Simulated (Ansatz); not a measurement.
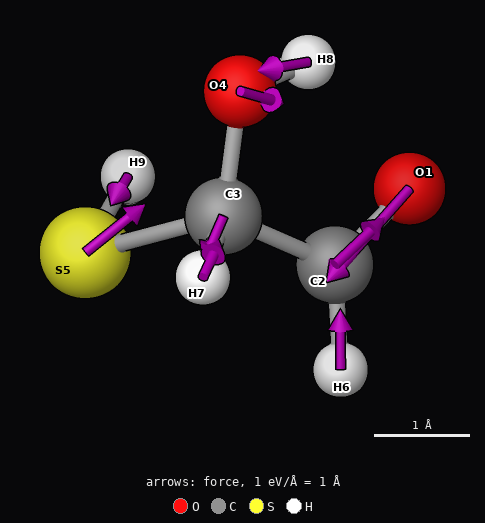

Starting geometry of C2H4O2S with the computed forces as purple arrows. A ball-and-stick model, seen at a tilt.

The start comes from PBE-D4/def2-SVP.

The calculation used RKS PBE0-D4/def2-TZVP (Ansatz 0.2.0). Settings: force threshold 0.005 eV/Å; at most 150 steps.

Q: Is this structure relaxed? If not, where do the atoms go?

A: It isn't relaxed: the largest force vector, on O1, is 1.46 eV/Å. The final displacements follow the starting forces only in part (cosine between the two patterns 0.40). Over 7 geometry steps the energy falls by 0.069 eV. Largest force component: 1.2 eV/Å at the start, 0.0039 eV/Å at the end. The largest move after the best rigid fit is that of H9, 0.073 Å. By element the largest moves are H 0.073 Å, S 0.061 Å, O 0.049 Å, C 0.033 Å. Some distances before and after: C3–S5 1.893 → 1.839 Å, O4–H8 0.991 → 0.971 Å, S5–H9 1.364 → 1.344 Å, C2–H6 1.123 → 1.103 Å. Among the angles between lasting bonds that change: C2–C3–S5 101.4° → 104.2°, C3–O4–H8 103.5° → 105.9°.
